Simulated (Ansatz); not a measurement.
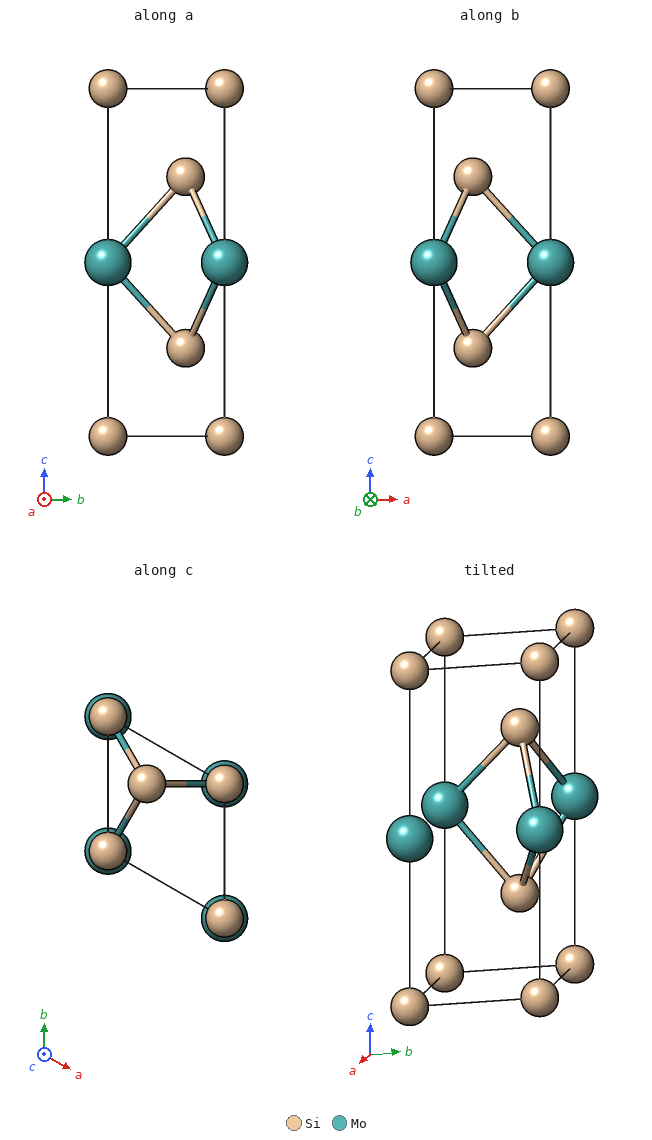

View along the a axis, along the b axis, along the c axis and slightly off an axis, drawn as a ball-and-stick model. The outline marks the conventional unit cell.

Lattice parameters: a = 2.987 Å, b = 2.987 Å, c = 7.721 Å, α = 90.00°, β = 90.00°, γ = 120.00°. Put a along x and b in the xy plane.

> Give the atomic positions as a POSCAR file, with free fractional coordinates to two decimals.

```
Si Mo
1.0
     2.987    0.000    0.000
    -1.494    2.587    0.000
     0.000    0.000    7.721
Si Mo
3 1
Direct
  0.00 0.00 0.00
  0.3333 0.6667 0.75
  0.3333 0.6667 0.25
  0.00 0.00 0.50
```

It derives from a structure type filled with these elements by a generator (whether the compound takes this form wasn't checked). Earlier steps of the study may have refined or changed the cell and positions. It went into a calculation with Ansatz.
